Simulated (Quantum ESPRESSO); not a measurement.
One Ga site of GaN in P6₃mc, with the coupling taken from PBE PAW (JTH datasets; density from pw.x of a modified build of Quantum ESPRESSO, gradients reconstructed from it by a script) (|Q| = 0.171 barn). The geometry is a computed Materials Project entry, not a measured one. It is GaN in P6₃mc. Stability against distortions was not tested. Cores are frozen. Against all-electron runs on small test molecules, this scheme's |Vzz| missed by −8 % on Ga.

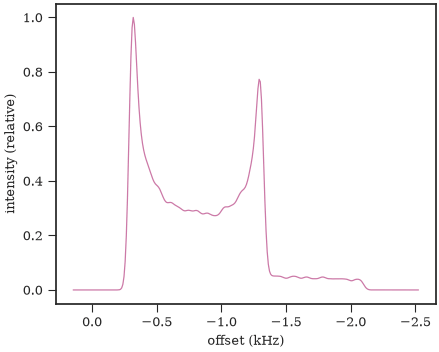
Figure. Simulated fast-MAS powder pattern of the ⁶⁹Ga central transition at 11.7 T (Larmor frequency ν0 = 119.9 MHz, I = 3/2), second-order quadrupolar broadening alone, zero at the isotropic chemical shift

Estimate |C_Q| and η_Q from the pattern.


|C_Q| ≈ 2.0 MHz and η_Q ≈ 0.0. The pattern runs from -2.10 to -0.300 kHz before smoothing, a width that goes as C_Q²/ν0, with its centre of gravity at -0.841 kHz.
